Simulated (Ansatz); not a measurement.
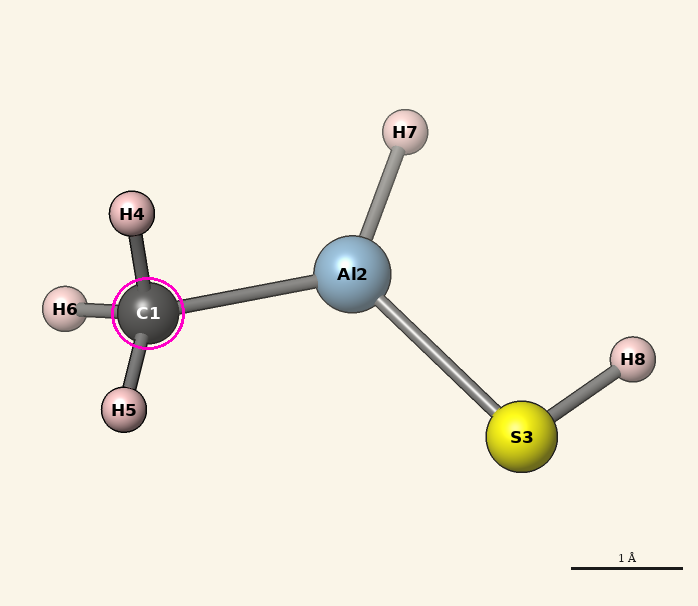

Source: calculation with Ansatz.

Orthographic view. Atoms fade into the background with distance from the viewer. Geometry: moved along internal coordinates away from the minimum.

Question: Name the neighbours of the circled atom.

Answer: The circled atom is C1; it is bonded to Al2, H4, H5, H6.

Question: Which two atoms are farthest apart in space?

Answer: H6 and H8, 5.15 Å.

Question: Of C1 and H6, which is nearer the viewer?

Answer: C1; the bond to H6 points away from the viewer, so it looks shorter than its 1.09 Å.

Question: What is the shortest path along bonds from the circled atom to H8?

Answer: C1–Al2–S3–H8, 3 bonds; through space the two are 4.42 Å apart.
